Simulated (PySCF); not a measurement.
Si(CCH)3(F), SMILES C#C[Si](F)(C#C)C#C (C6H3FSi) at its B3LYP/def2-SVP optimised geometry (Å):

```
11

C     -2.4057     0.9188     0.0055
C     -1.9762    -0.2198     0.0000
Si    -1.3292    -1.9245     0.0000
F     -1.8349    -2.6566    -1.3586
C     -1.9754    -2.8613     1.4247
C     -2.4040    -3.4818     2.3798
C      0.4942    -1.9245     0.0000
C      1.7110    -1.9223     0.0060
H     -2.7864     1.9245     0.0083
H     -2.7837    -4.0317     3.2223
H      2.7864    -1.9213     0.0095
```

Method: B3LYP/def2-TZVP (PySCF). Cells within 0.4 Å of a nucleus heavier than hydrogen are left out (blank, or x).

Map of the log10 of the electron density (e/bohr³), floored at −4 on the plane z = 0.0 Å:

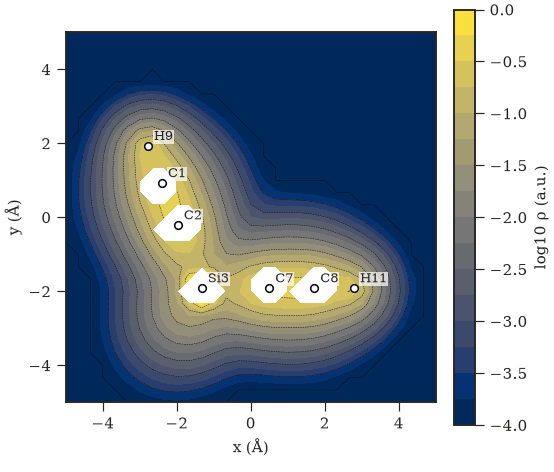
Figure. Log10 of the electron density (e/bohr³), floored at −4 on the plane z = 0.0 Å.
